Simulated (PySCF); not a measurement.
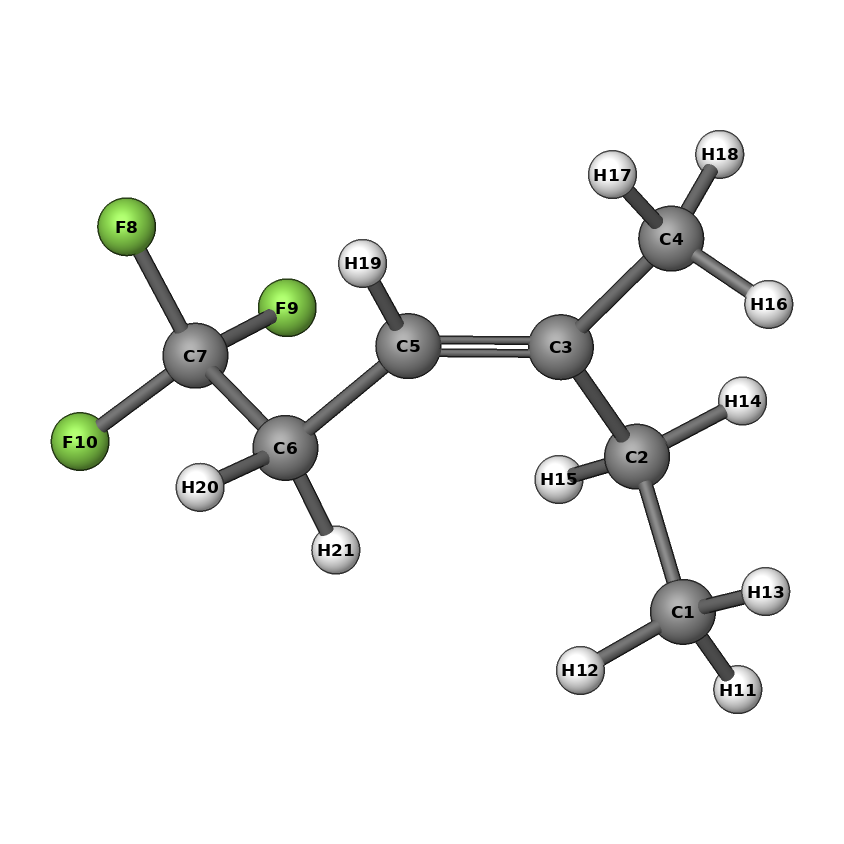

The questions are on isotropic NMR shieldings of the H atoms. The computed structure is the end point of a GFN2-xTB optimisation. No frequency run is at hand to confirm it as a minimum. Method: GIAO PBE0/pcSseg-1 NMR shielding, non-relativistic, gas phase (PySCF 2.14.0).

Give the isotropic NMR shieldings of the H atoms atom by atom.

```json
{"atom": "H11", "σ (ppm)": "30.57"}
{"atom": "H12", "σ (ppm)": "30.96"}
{"atom": "H13", "σ (ppm)": "30.55"}
{"atom": "H14", "σ (ppm)": "30.01"}
{"atom": "H15", "σ (ppm)": "29.09"}
{"atom": "H16", "σ (ppm)": "29.69"}
{"atom": "H17", "σ (ppm)": "29.92"}
{"atom": "H18", "σ (ppm)": "29.72"}
{"atom": "H19", "σ (ppm)": "26.18"}
{"atom": "H20", "σ (ppm)": "29.06"}
{"atom": "H21", "σ (ppm)": "28.82"}
```
